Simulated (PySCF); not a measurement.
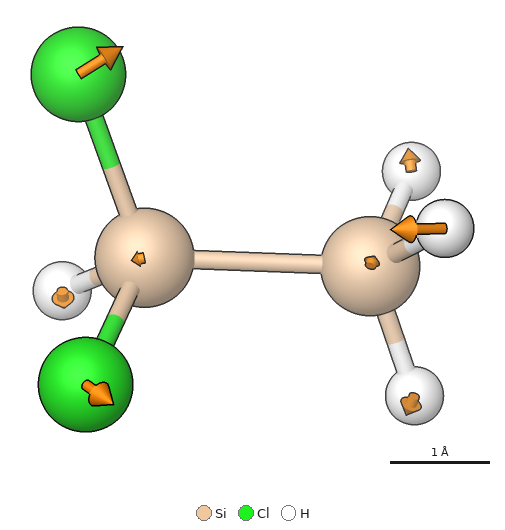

This is a relaxation of Si2H4Cl2. The starting structure is drawn; orange arrows show the displacements, 5 times their true length. The two geometries are superimposed by the best rigid fit.

A ball-and-stick model, seen from a free direction.

The start comes from GFN2-xTB. Its atoms were then displaced at random by about 0.01 Å.

These are results of PBE0-D3(BJ)/def2-SVP geometry optimisation, gas phase in PySCF, not measurements. 

What happened in the run?

After 4 geometry steps the energy has fallen by 12.9 kJ/mol. The atom that moves furthest after the best rigid fit is an H atom (0.13 Å). By element the largest moves are H 0.13 Å, Cl 0.11 Å, Si 0.03 Å. Some distances before and after: H–Si 1.440 → 1.494 Å, Cl–Si 2.026 → 2.068 Å, Si–Si 2.297 → 2.335 Å, Cl–Si 2.048 → 2.068 Å. Bond angles that change, for instance: Si–Si–H 113.5° → 108.2°, Si–Si–Cl 112.9° → 108.5°, H–Si–H 106.0° → 110.0°.
